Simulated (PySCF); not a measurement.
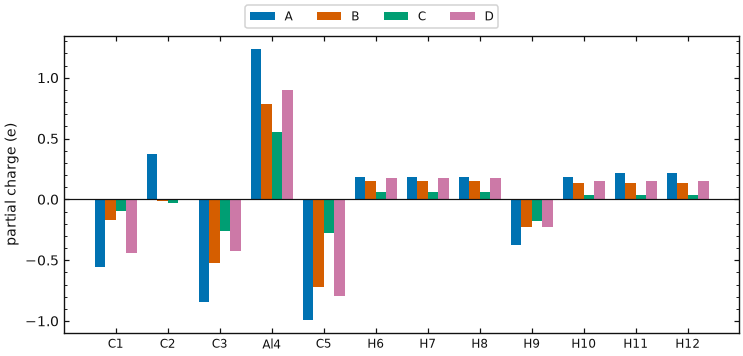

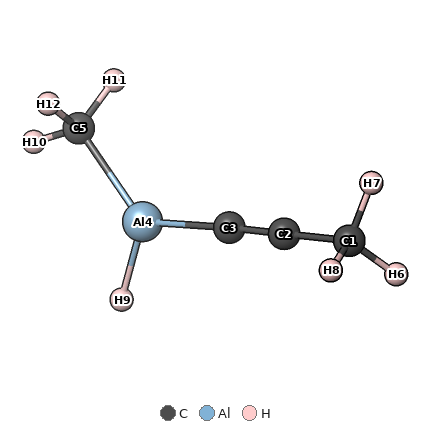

Atomic charges of C₄H₇Al, SMILES CC#[C][AlH][CH3], singlet by 4 schemes, PBE0/pcSseg-1 with PySCF, at a GFN2-xTB geometry (no frequency check).

Question: The schemes are ESP fit, Hirshfeld, IAO and Mulliken. Which series is which?

Answer: A: ESP fit (Al4 1.23 e); B: Mulliken (Al4 0.78 e); C: Hirshfeld (Al4 0.55 e); D: IAO (Al4 0.90 e).

Note: the tight-binding geometry is rougher than a DFT one and adds to the error.
